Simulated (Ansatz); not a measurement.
# A computed series for Ti3InN: pressure series

The parent structure is Ti₃InN in the anti-perovskite structure (space group Pm-3m, No. 221; a = 4.1497 Å; a cell from a computed database, its experimental status unchecked).

Cell and atoms are relaxed at each pressure.

Level of theory: PBEsol (Ansatz, a program for electronic structure, PAW, scalar-relativistic without spin-orbit coupling).

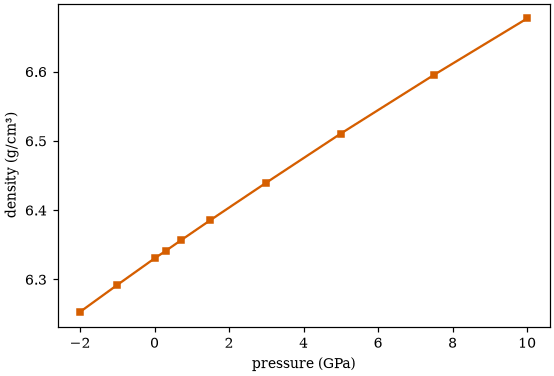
Fig. 1. Density against pressure

### Question
From the plot, what is the density for pressure 0.3 GPa?

### Answer
About 6.34 g/cm³.

### Question
Is the trend monotonic over the range shown?

### Answer
Yes, it rises throughout, spanning 6.25 g/cm³ to 6.68 g/cm³.

Load acts through the strain it causes; cell and atoms are relaxed under it. Stability against distortions was not tested. Competing high-pressure phases were not computed. The final runs are not spin-polarised.
